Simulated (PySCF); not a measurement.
# C4H14BNSi: the cost of one run

Programs: PySCF 2.14.0, with density-fitted response routines of our own. Each step states its level of theory. These are calculated values for one molecule in the gas phase, unless marked as measured. Atoms count from 0, in the outputs and in this text.

## (1) The starting structure

21 atoms, charge 0, multiplicity 1; geometry from: GFN2-xTB.

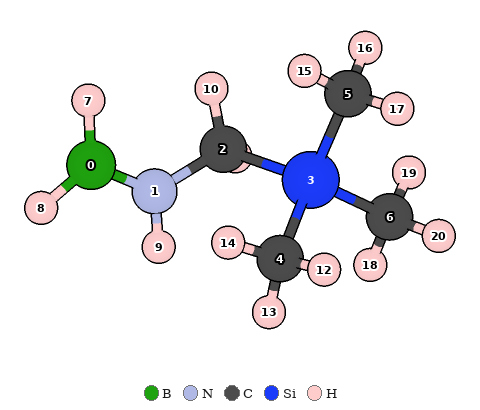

The starting geometry (boron green, nitrogen light blue, carbon dark grey, silicon blue, hydrogen pink), atoms numbered; sticks join atoms by distance.

## (2) Relaxing the molecule at PBE0-D3(BJ)/def2-SVP

What the job is given:

```
{"job": {"xc": "PBE0", "basis": "def2-SVP", "d3": "d3bj", "grid": 1, "kind": "geom"}, "charge": 0, "multiplicity": 1}
B      2.988230     0.507980     0.512560
N      1.967960     0.473180    -0.405880
C      1.014580    -0.596540    -0.632380
Si    -0.764600    -0.156920    -0.008360
C     -0.745570     1.597520     0.739740
C     -1.299020    -1.425480     1.311640
C     -1.982950    -0.225170    -1.478460
H      3.184590    -0.431360     1.187070
H      3.643840     1.477440     0.591430
H      1.769240     1.275570    -0.984890
H      1.382350    -1.480430    -0.111310
H      0.999710    -0.841390    -1.699940
H     -1.667060     1.807660     1.274330
H     -0.632130     2.361420    -0.024230
H      0.077140     1.709560     1.439990
H     -0.624700    -1.417810     2.162540
H     -1.308680    -2.434790     0.910580
H     -2.297560    -1.211930     1.680800
H     -1.699280     0.456770    -2.274950
H     -2.031800    -1.222810    -1.904840
H     -2.986510     0.042110    -1.162450
```

**Question.** How long does this first job take on 8 threads of Arm Neoverse N1, shared host?

About 3.2 min.
